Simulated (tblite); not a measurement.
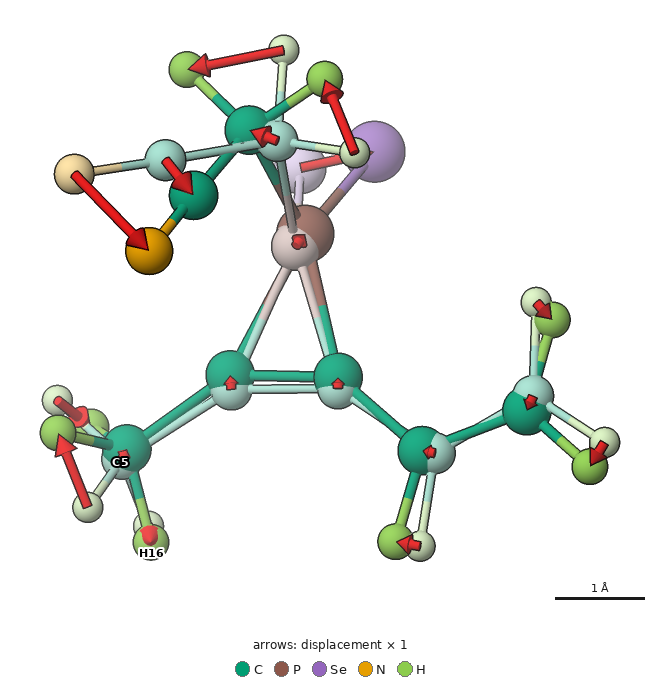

A relaxation of C$_{7}$H$_{8}$NPSe. The starting structure is drawn faded, the final one solid; red arrows show the displacements, at their true length. The two geometries are superimposed by the best rigid fit.

The picture is a ball-and-stick view, seen at a tilt.

Computed with GFN2-xTB geometry optimisation, gas phase in tblite 0.8.0. 

Question: What happened in the run?

Answer: The energy falls by 77.5 kJ/mol in 156 geometry steps. The largest move after the best rigid fit is that of the N atom, 1.31 Å. By element the largest moves are N 1.31 Å, H 1.13 Å, Se 0.86 Å, C 0.56 Å, P 0.21 Å. Among the contacts that change: P–Se 1.997 → 2.094 Å, C–P 1.794 → 1.876 Å, C–C 1.480 → 1.424 Å, C–C 1.509 → 1.468 Å. Among the angles between lasting bonds that change: C–P–Se 115.5° → 128.7°, C–P–C 122.9° → 109.9°, H–C–H 114.7° → 108.0°. Groups turn about C–P by about 55°, C–C by about 40°.
